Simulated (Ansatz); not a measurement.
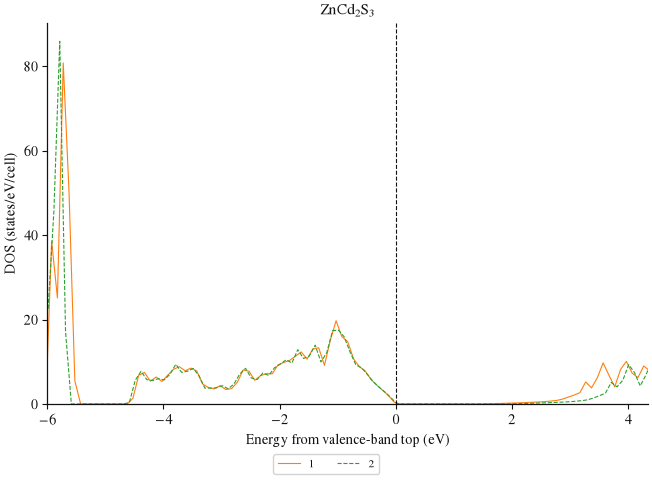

Total densities of states of ZnCd₂S₃, space group Cmc2_1, 12 atoms in the cell, by two methods on the same cell. Each is counted from its own valence-band top.

### Which curve is which? The methods: r2SCAN, PBE.

1 is PBE; 2 is r2SCAN. PBE gives a gap of 1.35 eV and r2SCAN gives a gap of 1.83 eV.

Settings. PBE: DFT PBE, scalar-relativistic, plane waves, PAW, no spin polarisation, 6×6×4 k mesh, 420 eV cutoff, Gaussian smearing of 0.02 eV (Ansatz 0.2.0). r2SCAN: DFT r2SCAN, scalar-relativistic, plane waves, PAW, no spin polarisation, 6×6×4 k mesh, 500 eV cutoff, Gaussian smearing of 0.02 eV (Ansatz).

The structure is an invented one, so it need not be a known or stable phase.
